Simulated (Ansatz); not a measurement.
**AlClFH3O: reaction (ligand exchange)**

Aim: the minimum-energy path and barrier of the reaction (ligand exchange). The ends are relaxed first, then joined by a nudged elastic band. Meant to form: Al1–Cl6, H7–H2; to break: Al1–H2, H7–Cl6. The start is a guess near the saddle point, from which both ends are pulled out.

Method: RHF/def2-SVP, in Ansatz 0.2.0.

### 1 The starting structure

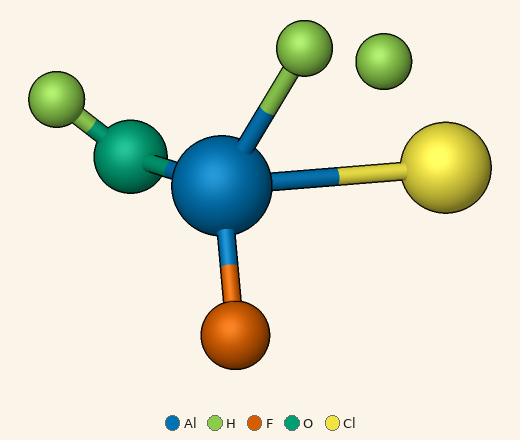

The starting structure, seen from a chosen angle (aluminium blue, hydrogen green, fluorine orange, oxygen teal, chlorine yellow).

Structure file:

```xyz
7

Al    0.0000    0.0000    0.0000
H     0.0000    0.0000    1.9100
F     1.4635    0.0000   -0.8450
O    -1.5415    0.0000   -0.8900
H    -2.0512   -0.8467   -0.6815
Cl    0.1134    2.3983    0.7978
H     0.0464    0.9821    1.9502
```

### 2 Pulling towards end A

Springs on the bonds that form and break draw the guess towards this end; the thresholds are loose.

input.yaml reads:

```yaml
crystal:
  periodic: [false, false, false]
  atoms:
    - { symbol: Al, position_ang: [0.0, 0.0, 0.0] }
    - { symbol: H, position_ang: [0.0, 0.0, 1.91] }
    - { symbol: F, position_ang: [1.4635, 0.0, -0.845] }
    - { symbol: O, position_ang: [-1.5415, 0.0, -0.89] }
    - { symbol: H, position_ang: [-2.0512, -0.8467, -0.6815] }
    - { symbol: Cl, position_ang: [0.1134, 2.3983, 0.7978] }
    - { symbol: H, position_ang: [0.0464, 0.9821, 1.9502] }
basis:
  gaussian: { orbitals: def2-SVP }
hamiltonian:
  xc: hf
relax:
  f_tol: 0.15
  max_steps: 25
  restrain:
    - { distance: [0, 5], at: 3.43, k: 30.0 }
    - { distance: [6, 1], at: 1.86, k: 30.0 }
    - { distance: [0, 1], at: 1.56, k: 30.0 }
    - { distance: [6, 5], at: 1.37, k: 30.0 }
output:
  orbitals: {}
```

Launch:

```bash
> ansatz run input.yaml --threads 1 --pin off --max-ram 2048MiB --backend cpu --events-out ev --progress --plain --runs-dir out
```

Output, shortened:

```text
Warning: RAYON_NUM_THREADS=1 ignored (pool sized by the plan → 1); use --threads N
[...]
Functional definition: HF
[...]
781 factors; integrals over basis functions are off by at most 4.2e-4 eV
[...]
mean field -23868.85476853 eV, -877.1642338528 hartree, gradient 2.6e-5 eV, S^2 0.000000; 0 other end points of the search recorded, 0 dependent functions left out
[...]
reference -23868.85476853 eV, -877.1642338528 hartree; 25, 25 occupied and 54, 54 virtual orbitals, 781 factors
relax step   1: F+E_penalty+E_count = -23868.85476853 eV  Δ(F+E_penalty+E_count) = +0.000e0 eV  max|allowed force component| = 4.201e0 eV/Å  E_restraint = 28.62967717 eV  max|allowed force component, restraints' pulls added| = 3.567e1 eV/Å  Δτ_max = 0.0000 Å  (35 SCF iters, accepted)
[...]
relax step   7: F+E_penalty+E_count = -23870.59448497 eV  Δ(F+E_penalty+E_count) = -6.597e-2 eV  max|allowed force component| = 1.583e0 eV/Å  E_restraint = 0.03120619 eV  max|allowed force component, restraints' pulls added| = 3.040e-1 eV/Å  Δτ_max = 0.2000 Å  (32 SCF iters, accepted)
[...]
relax step   8: F+E_penalty+E_count = -23870.61748287 eV  Δ(F+E_penalty+E_count) = -2.300e-2 eV  max|allowed force component| = 1.522e0 eV/Å  E_restraint = 0.03391528 eV  max|allowed force component, restraints' pulls added| = 9.993e-2 eV/Å  Δτ_max = 0.1182 Å  (30 SCF iters, accepted)
  distance Al 0 - Cl 5 = 3.4281 Å
  distance H 6 - H 1 = 1.8705 Å
  distance Al 0 - H 1 = 1.5624 Å
  distance H 6 - Cl 5 = 1.3237 Å
781 factors; integrals over basis functions are off by at most 9.5e-4 eV
[...]
mean field -23870.61748287 eV, -877.2290124098 hartree, gradient 5.6e-5 eV, S^2 0.000000; 1 other end points of the search recorded, 0 dependent functions left out
[...]
reference -23870.61748287 eV, -877.2290124098 hartree; 25, 25 occupied and 54, 54 virtual orbitals, 781 factors
Total energy: -23870.61748287 eV, -877.2290124098 hartree
Atom 0 at     0.021213    -0.295666    -0.068491 Å, force    -0.012111     0.037672    -0.023788 eV/Å
Atom 1 at     0.088122    -0.182903     1.488388 Å, force    -0.008717    -0.300886    -0.029352 eV/Å
Atom 2 at     1.448865    -0.255893    -0.885354 Å, force    -0.031053    -0.003426    -0.018671 eV/Å
Atom 3 at    -1.388946    -0.528549    -0.931817 Å, force    -0.052373    -0.030146     0.044456 eV/Å
Atom 4 at    -2.304167    -0.627755    -0.738176 Å, force     0.099935     0.031954    -0.035916 eV/Å
Atom 5 at     0.022646     2.803408     1.396986 Å, force     0.119616    -1.256807     0.588135 eV/Å
Atom 6 at     0.142868     1.621058     1.979965 Å, force    -0.115297     1.521639    -0.524865 eV/Å
Dipole moment:    -0.474203    -0.244328     0.433239 e Å
```

Wall time 14 s (1 thread of Arm Neoverse V1, shared host); peak memory 0.16 GiB.

The steps of the relaxation:

```
step  energy from step 1 (eV)  largest force component (eV/Å)
   1                   0.0000                          4.2006
   2                   0.0922                          2.7564
   3                  -0.6558                          3.3447
   4                  -1.2495                          2.3894
   5                  -1.4748                          1.9484
   6                  -1.6737                          1.6142
   7                  -1.7397                          1.5830
   8                  -1.7627                          1.5216
```

Step 1 is the start. Energies and forces in the table leave out the springs, which the log lists apart; the run stops on the force with the springs' pull added.

After: Bond lengths: Al1–H2 1.562 Å, Al1–F3 1.645 Å, Al1–O4 1.670 Å, O4–H5 0.941 Å, Cl6–H7 1.324 Å. Angles: H2–Al1–F3 117.1°, H2–Al1–O4 124.2°, F3–Al1–O4 118.7°, Al1–O4–H5 136.9°.

Pairs that crossed the distance rule for bonds on the way: came closer Al1–H2, Cl6–H7; moved apart Al1–Cl6.

### 3 Relaxing end A

It starts where the restrained run ended.

input.yaml reads:

```yaml
crystal:
  periodic: [false, false, false]
  atoms:
    - { symbol: Al, position_ang: [0.021213, -0.295666, -0.068491] }
    - { symbol: H, position_ang: [0.088122, -0.182903, 1.488388] }
    - { symbol: F, position_ang: [1.448865, -0.255893, -0.885354] }
    - { symbol: O, position_ang: [-1.388946, -0.528549, -0.931817] }
    - { symbol: H, position_ang: [-2.304167, -0.627755, -0.738176] }
    - { symbol: Cl, position_ang: [0.022646, 2.803408, 1.396986] }
    - { symbol: H, position_ang: [0.142868, 1.621058, 1.979965] }
basis:
  gaussian: { orbitals: def2-SVP }
hamiltonian:
  xc: hf
relax:
  f_tol: 0.03
  max_steps: 50
```

Launch:

```bash
> ansatz run input.yaml --threads 1 --pin off --max-ram 2048MiB --backend cpu --events-out ev --progress --plain --runs-dir out
```

Output, shortened:

```text
Warning: RAYON_NUM_THREADS=1 ignored (pool sized by the plan → 1); use --threads N
[...]
[... 1 set-up line as earlier in the session ...]
[...]
779 factors; integrals over basis functions are off by at most 5.5e-4 eV
[...]
mean field -23870.61751872 eV, -877.2290137274 hartree, gradient 4.5e-5 eV, S^2 0.000000; 0 other end points of the search recorded, 0 dependent functions left out
[...]
reference -23870.61751872 eV, -877.2290137274 hartree; 25, 25 occupied and 54, 54 virtual orbitals, 779 factors
relax step   1: F+E_penalty+E_count = -23870.61751872 eV  Δ(F+E_penalty+E_count) = +0.000e0 eV  max|allowed force component| = 1.522e0 eV/Å  Δτ_max = 0.0000 Å  (35 SCF iters, accepted)
[...]
relax step   8: F+E_penalty+E_count = -23870.85049908 eV  Δ(F+E_penalty+E_count) = -5.410e-3 eV  max|allowed force component| = 6.733e-1 eV/Å  Δτ_max = 0.1918 Å  (31 SCF iters, accepted)
[...]
relax step  15: F+E_penalty+E_count = -23870.86881026 eV  Δ(F+E_penalty+E_count) = -2.463e-4 eV  max|allowed force component| = 3.089e-1 eV/Å  Δτ_max = 0.0975 Å  (32 SCF iters, accepted)
[...]
relax step  22: F+E_penalty+E_count = -23870.87238924 eV  Δ(F+E_penalty+E_count) = +5.874e-3 eV  max|allowed force component| = 7.229e-1 eV/Å  Δτ_max = 0.1472 Å  (35 SCF iters, rejected (line search))
[...]
relax step  27: F+E_penalty+E_count = -23870.89334191 eV  Δ(F+E_penalty+E_count) = -3.928e-3 eV  max|allowed force component| = 9.181e-2 eV/Å  Δτ_max = 0.0548 Å  (36 SCF iters, accepted)
relax step  28: F+E_penalty+E_count = -23870.89926674 eV  Δ(F+E_penalty+E_count) = -5.925e-3 eV  max|allowed force component| = 2.619e-1 eV/Å  Δτ_max = 0.0813 Å  (34 SCF iters, accepted)
```

### 4 The log goes on: end point A relaxed

The log, continued, shortened:

```text
relax step  29: F+E_penalty+E_count = -23870.90633014 eV  Δ(F+E_penalty+E_count) = -7.063e-3 eV  max|allowed force component| = 6.424e-1 eV/Å  Δτ_max = 0.1264 Å  (36 SCF iters, accepted)
[...]
relax step  31: F+E_penalty+E_count = -23870.93698437 eV  Δ(F+E_penalty+E_count) = -2.584e-2 eV  max|allowed force component| = 7.836e-1 eV/Å  Δτ_max = 0.1941 Å  (36 SCF iters, accepted)
[...]
relax step  33: F+E_penalty+E_count = -23870.95323310 eV  Δ(F+E_penalty+E_count) = -3.623e-3 eV  max|allowed force component| = 1.953e-1 eV/Å  Δτ_max = 0.0742 Å  (36 SCF iters, accepted)
[...]
relax step  35: F+E_penalty+E_count = -23870.95538607 eV  Δ(F+E_penalty+E_count) = -4.785e-4 eV  max|allowed force component| = 6.355e-2 eV/Å  Δτ_max = 0.0489 Å  (36 SCF iters, accepted)
[...]
reference -23870.95626216 eV, -877.2414623191 hartree; 25, 25 occupied and 54, 54 virtual orbitals, 780 factors
Total energy: -23870.95626216 eV, -877.2414623191 hartree
Atom 0 at    -0.097985    -0.324322     0.224890 Å, force    -0.013512    -0.003315     0.001151 eV/Å
Atom 1 at    -0.112285    -1.317338     1.429629 Å, force     0.002430    -0.000683     0.001693 eV/Å
Atom 2 at     1.338628     0.409722    -0.180807 Å, force    -0.000216     0.001621    -0.003635 eV/Å
Atom 3 at    -1.324192    -0.191917    -0.914223 Å, force     0.015908     0.008243    -0.000105 eV/Å
Atom 4 at    -2.187743    -0.549945    -1.002128 Å, force    -0.004454    -0.003869     0.002382 eV/Å
Atom 5 at    -0.347735     2.143034     1.639551 Å, force    -0.007525    -0.002872     0.002591 eV/Å
Atom 6 at     0.761914     2.364465     1.044588 Å, force     0.007369     0.000877    -0.004076 eV/Å
Dipole moment:    -0.270290     0.058265     0.193475 e Å
```

Run time: 62 s. Hardware: 1 thread of Arm Neoverse V1, shared host; peak memory 0.15 GiB.

Step by step, one in 2:

| step | energy from step 1 (eV) | largest force component (eV/Å) |
| --- | --- | --- |
| 1 | 0.0000 | 1.5216 |
| 3 | -0.0947 | 1.3241 |
| 5 | -0.1886 | 0.3155 |
| 7 | -0.2276 | 0.3000 |
| 9x | -0.2110 | 1.0462 |
| 11 | -0.2483 | 0.1097 |
| 13x | -0.2503 | 0.2448 |
| 15 | -0.2513 | 0.3089 |
| 17 | -0.2549 | 0.0782 |
| 19x | -0.2507 | 0.7289 |
| 21 | -0.2607 | 0.0968 |
| 23 | -0.2642 | 0.0823 |
| 25x | -0.2657 | 0.6663 |
| 27 | -0.2758 | 0.0918 |
| 29 | -0.2888 | 0.6424 |
| 31 | -0.3195 | 0.7836 |
| 33 | -0.3357 | 0.1953 |
| 35 | -0.3379 | 0.0635 |
| 37 | -0.3387 | 0.0430 |
| 38 | -0.3387 | 0.0159 |

Step 1 is the start. 5 steps were tried and not accepted (9, 13, 19, 22, 25; marked x where the table lists them).

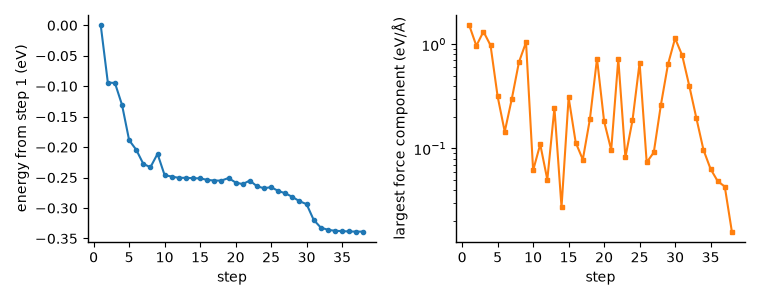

Energy and largest force along the relaxation.

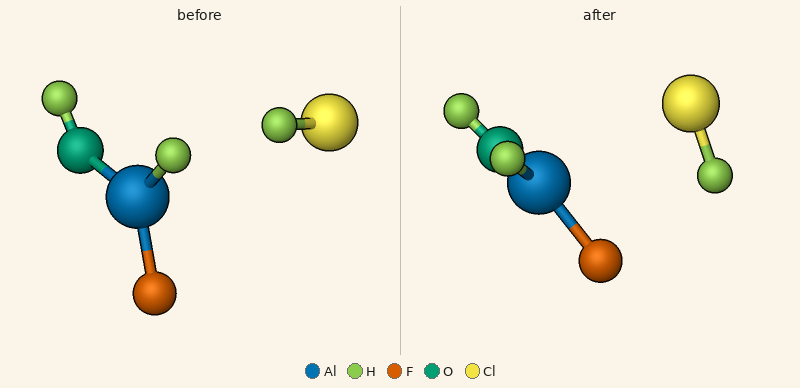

Before and after, at one scale.

After: Bond lengths: Al1–H2 1.561 Å, Al1–F3 1.664 Å, Al1–O4 1.679 Å, O4–H5 0.939 Å, Cl6–H7 1.278 Å. Angles: H2–Al1–F3 118.5°, H2–Al1–O4 124.5°, F3–Al1–O4 115.5°, Al1–O4–H5 134.8°.

### 5 Pulling towards end B

Springs on the bonds that form and break draw the guess towards this end; the thresholds are loose.

input.yaml reads:

```yaml
crystal:
  periodic: [false, false, false]
  atoms:
    - { symbol: Al, position_ang: [0.0, 0.0, 0.0] }
    - { symbol: H, position_ang: [0.0, 0.0, 1.91] }
    - { symbol: F, position_ang: [1.4635, 0.0, -0.845] }
    - { symbol: O, position_ang: [-1.5415, 0.0, -0.89] }
    - { symbol: H, position_ang: [-2.0512, -0.8467, -0.6815] }
    - { symbol: Cl, position_ang: [0.1134, 2.3983, 0.7978] }
    - { symbol: H, position_ang: [0.0464, 0.9821, 1.9502] }
basis:
  gaussian: { orbitals: def2-SVP }
hamiltonian:
  xc: hf
relax:
  f_tol: 0.15
  max_steps: 25
  restrain:
    - { distance: [0, 5], at: 2.23, k: 30.0 }
    - { distance: [6, 1], at: 0.66, k: 30.0 }
    - { distance: [0, 1], at: 2.76, k: 30.0 }
    - { distance: [6, 5], at: 2.57, k: 30.0 }
```

Launch:

```bash
> ansatz run input.yaml --threads 1 --pin off --max-ram 2048MiB --backend cpu --events-out ev --progress --plain --runs-dir out
```

Output, shortened:

```text
Warning: RAYON_NUM_THREADS=1 ignored (pool sized by the plan → 1); use --threads N
[...]
[... 1 set-up line as earlier in the session ...]
[...]
781 factors; integrals over basis functions are off by at most 4.2e-4 eV
[...]
mean field -23868.85476853 eV, -877.1642338528 hartree, gradient 2.6e-5 eV, S^2 0.000000; 0 other end points of the search recorded, 0 dependent functions left out
[...]
reference -23868.85476853 eV, -877.1642338528 hartree; 25, 25 occupied and 54, 54 virtual orbitals, 781 factors
relax step   1: F+E_penalty+E_count = -23868.85476853 eV  Δ(F+E_penalty+E_count) = +0.000e0 eV  max|allowed force component| = 4.201e0 eV/Å  E_restraint = 22.04228106 eV  max|allowed force component, restraints' pulls added| = 2.816e1 eV/Å  Δτ_max = 0.0000 Å  (35 SCF iters, accepted)
[...]
relax step   8: F+E_penalty+E_count = -23871.81946819 eV  Δ(F+E_penalty+E_count) = -2.611e-2 eV  max|allowed force component| = 1.613e0 eV/Å  E_restraint = 0.08100065 eV  max|allowed force component, restraints' pulls added| = 6.875e-1 eV/Å  Δτ_max = 0.1171 Å  (31 SCF iters, accepted)
[...]
relax step   9: F+E_penalty+E_count = -23871.81994542 eV  Δ(F+E_penalty+E_count) = -4.772e-4 eV  max|allowed force component| = 1.610e0 eV/Å  E_restraint = 0.08108119 eV  max|allowed force component, restraints' pulls added| = 7.822e-1 eV/Å  Δτ_max = 0.0085 Å  (33 SCF iters, accepted)
  distance Al 0 - Cl 5 = 2.1788 Å
  distance H 6 - H 1 = 0.7114 Å
  distance Al 0 - H 1 = 2.7570 Å
  distance H 6 - Cl 5 = 2.5816 Å
[...]
781 factors; integrals over basis functions are off by at most 5.7e-4 eV
mean field -23871.65080675 eV, -877.2669863621 hartree, gradient 6.1e-5 eV, S^2 0.000000; 0 other end points of the search recorded, 0 dependent functions left out
[...]
```

### 6 The log goes on: pulled along the bonds that form and break, towards end B

The log, continued:

```text
reference -23871.65080675 eV, -877.2669863621 hartree; 25, 25 occupied and 54, 54 virtual orbitals, 781 factors
relax step  10: F+E_penalty+E_count = -23871.65080675 eV  Δ(F+E_penalty+E_count) = +1.691e-1 eV  max|allowed force component| = 3.549e0 eV/Å  E_restraint = 0.08717343 eV  max|allowed force component, restraints' pulls added| = 3.549e0 eV/Å  Δτ_max = 0.1989 Å  (32 SCF iters, rejected (line search))
  distance Al 0 - Cl 5 = 2.1784 Å
  distance H 6 - H 1 = 0.7144 Å
  distance Al 0 - H 1 = 2.7526 Å
  distance H 6 - Cl 5 = 2.5818 Å
these checks for a lower state are left out or cut short: starts, cluster_reference, orbital_swaps, neighbouring_geometries, increment
781 factors; integrals over basis functions are off by at most 5.6e-4 eV
mean field -23871.84154909 eV, -877.2739960137 hartree, gradient 6.0e-5 eV, S^2 0.000000; 0 other end points of the search recorded, 0 dependent functions left out
the calculation of the forces begins
reference -23871.84154909 eV, -877.2739960137 hartree; 25, 25 occupied and 54, 54 virtual orbitals, 781 factors
relax step  11: F+E_penalty+E_count = -23871.84154909 eV  Δ(F+E_penalty+E_count) = -2.160e-2 eV  max|allowed force component| = 1.515e0 eV/Å  E_restraint = 0.08313020 eV  max|allowed force component, restraints' pulls added| = 1.919e-1 eV/Å  Δτ_max = 0.0945 Å  (32 SCF iters, accepted)
  distance Al 0 - Cl 5 = 2.1796 Å
  distance H 6 - H 1 = 0.7133 Å
  distance Al 0 - H 1 = 2.7573 Å
  distance H 6 - Cl 5 = 2.5822 Å
these checks for a lower state are left out or cut short: starts, cluster_reference, orbital_swaps, neighbouring_geometries, increment
781 factors; integrals over basis functions are off by at most 5.7e-4 eV
mean field -23871.83910628 eV, -877.2739062421 hartree, gradient 6.1e-5 eV, S^2 0.000000; 0 other end points of the search recorded, 0 dependent functions left out
the calculation of the forces begins
reference -23871.83910628 eV, -877.2739062421 hartree; 25, 25 occupied and 54, 54 virtual orbitals, 781 factors
relax step  12: F+E_penalty+E_count = -23871.83910628 eV  Δ(F+E_penalty+E_count) = +2.443e-3 eV  max|allowed force component| = 1.456e0 eV/Å  E_restraint = 0.08356067 eV  max|allowed force component, restraints' pulls added| = 9.303e-1 eV/Å  Δτ_max = 0.0979 Å  (32 SCF iters, rejected (line search))
  distance Al 0 - Cl 5 = 2.1807 Å
  distance H 6 - H 1 = 0.7145 Å
  distance Al 0 - H 1 = 2.7576 Å
  distance H 6 - Cl 5 = 2.5826 Å
these checks for a lower state are left out or cut short: starts, cluster_reference, orbital_swaps, neighbouring_geometries, increment
781 factors; integrals over basis functions are off by at most 5.7e-4 eV
mean field evaluation 96: about -23871.8465 eV, gradient 5.9e-5 eV
mean field -23871.84645699 eV, -877.2741763756 hartree, gradient 5.9e-5 eV, S^2 0.000000; 0 other end points of the search recorded, 0 dependent functions left out
the calculation of the forces begins
reference -23871.84645699 eV, -877.2741763756 hartree; 25, 25 occupied and 54, 54 virtual orbitals, 781 factors
relax step  13: F+E_penalty+E_count = -23871.84645699 eV  Δ(F+E_penalty+E_count) = -4.908e-3 eV  max|allowed force component| = 1.516e0 eV/Å  E_restraint = 0.08303393 eV  max|allowed force component, restraints' pulls added| = 7.002e-2 eV/Å  Δτ_max = 0.0472 Å  (32 SCF iters, accepted)
  distance Al 0 - Cl 5 = 2.1797 Å
  distance H 6 - H 1 = 0.7134 Å
  distance Al 0 - H 1 = 2.7575 Å
  distance H 6 - Cl 5 = 2.5821 Å
these checks for a lower state are left out or cut short: starts, cluster_reference, orbital_swaps, neighbouring_geometries, increment
781 factors; integrals over basis functions are off by at most 5.7e-4 eV
mean field -23871.84954646 eV, -877.2742899115 hartree, gradient 5.9e-5 eV, S^2 0.000000; 0 other end points of the search recorded, 0 dependent functions left out
the calculation of the forces begins
reference -23871.84954646 eV, -877.2742899115 hartree; 25, 25 occupied and 54, 54 virtual orbitals, 781 factors
relax step  14: F+E_penalty+E_count = -23871.84954646 eV  Δ(F+E_penalty+E_count) = -3.089e-3 eV  max|allowed force component| = 1.507e0 eV/Å  E_restraint = 0.08302338 eV  max|allowed force component, restraints' pulls added| = 1.656e-1 eV/Å  Δτ_max = 0.0487 Å  (32 SCF iters, accepted)
  distance Al 0 - Cl 5 = 2.1798 Å
  distance H 6 - H 1 = 0.7135 Å
  distance Al 0 - H 1 = 2.7575 Å
  distance H 6 - Cl 5 = 2.5821 Å
these checks for a lower state are left out or cut short: starts, cluster_reference, orbital_swaps, neighbouring_geometries, increment
781 factors; integrals over basis functions are off by at most 5.8e-4 eV
mean field -23871.85251889 eV, -877.2743991466 hartree, gradient 5.8e-5 eV, S^2 0.000000; 0 other end points of the search recorded, 0 dependent functions left out
the calculation of the forces begins
reference -23871.85251889 eV, -877.2743991466 hartree; 25, 25 occupied and 54, 54 virtual orbitals, 781 factors
relax step  15: F+E_penalty+E_count = -23871.85251889 eV  Δ(F+E_penalty+E_count) = -2.972e-3 eV  max|allowed force component| = 1.526e0 eV/Å  E_restraint = 0.08296861 eV  max|allowed force component, restraints' pulls added| = 1.761e-2 eV/Å  Δτ_max = 0.0614 Å  (33 SCF iters, accepted)
  distance Al 0 - Cl 5 = 2.1795 Å
  distance H 6 - H 1 = 0.7132 Å
  distance Al 0 - H 1 = 2.7574 Å
  distance H 6 - Cl 5 = 2.5816 Å
781 factors; integrals over basis functions are off by at most 5.8e-4 eV
mean field -23871.85251889 eV, -877.2743991466 hartree, gradient 5.8e-5 eV, S^2 0.000000; 1 other end points of the search recorded, 0 dependent functions left out
the calculation of the forces begins
reference -23871.85251889 eV, -877.2743991466 hartree; 25, 25 occupied and 54, 54 virtual orbitals, 781 factors
Total energy: -23871.85251889 eV, -877.2743991466 hartree
Atom 0 at    -0.066838     0.552318    -0.357338 Å, force     0.120935     1.380104     0.615019 eV/Å
Atom 1 at     0.051719    -0.025201     2.336325 Å, force    -0.105553    -1.526264     0.316422 eV/Å
Atom 2 at     1.310861    -0.258115    -0.726155 Å, force    -0.004933     0.003456     0.010600 eV/Å
Atom 3 at    -1.575740    -0.083365    -0.632404 Å, force     0.003500     0.003532    -0.000544 eV/Å
Atom 4 at    -1.918260    -0.892815    -0.965613 Å, force     0.008404     0.005763    -0.002867 eV/Å
Atom 5 at     0.127512     2.576683     0.426367 Å, force    -0.129670    -1.152291    -0.779744 eV/Å
Atom 6 at     0.101345     0.664194     2.160318 Å, force     0.107316     1.285700    -0.158885 eV/Å
Dipole moment:    -0.272572    -0.449984    -0.098838 e Å
```

Wall time 23 s (1 thread of Arm Neoverse V1, shared host); peak memory 0.14 GiB.

The steps of the relaxation:

| step | energy from step 1 (eV) | largest force component (eV/Å) |
| --- | --- | --- |
| 1 | 0.0000 | 4.2006 |
| 2 | -1.0930 | 4.9937 |
| 3 | -2.0003 | 4.1564 |
| 4 | -2.6552 | 3.2601 |
| 5 | -2.8598 | 2.3527 |
| 6 | -2.9085 | 1.9613 |
| 7 | -2.9386 | 1.5074 |
| 8 | -2.9647 | 1.6127 |
| 9 | -2.9652 | 1.6101 |
| 10x | -2.7960 | 3.5493 |
| 11 | -2.9868 | 1.5154 |
| 12x | -2.9843 | 1.4564 |
| 13 | -2.9917 | 1.5159 |
| 14 | -2.9948 | 1.5073 |
| 15 | -2.9977 | 1.5263 |

Step 1 is the start. 2 steps were tried and not accepted (10, 12; marked x where the table lists them). Energies and forces in the table leave out the springs, which the log lists apart; the run stops on the force with the springs' pull added.

After: Bond lengths: Al1–F3 1.640 Å, Al1–O4 1.660 Å, O4–H5 0.940 Å, Al1–Cl6 2.179 Å, H2–H7 0.713 Å. Angles: F3–Al1–O4 122.5°, F3–Al1–Cl6 117.7°, O4–Al1–Cl6 119.8°, Al1–O4–H5 136.0°.

Pairs that crossed the distance rule for bonds on the way: came closer H2–H7.

(Part 1 of 2 ends here.)
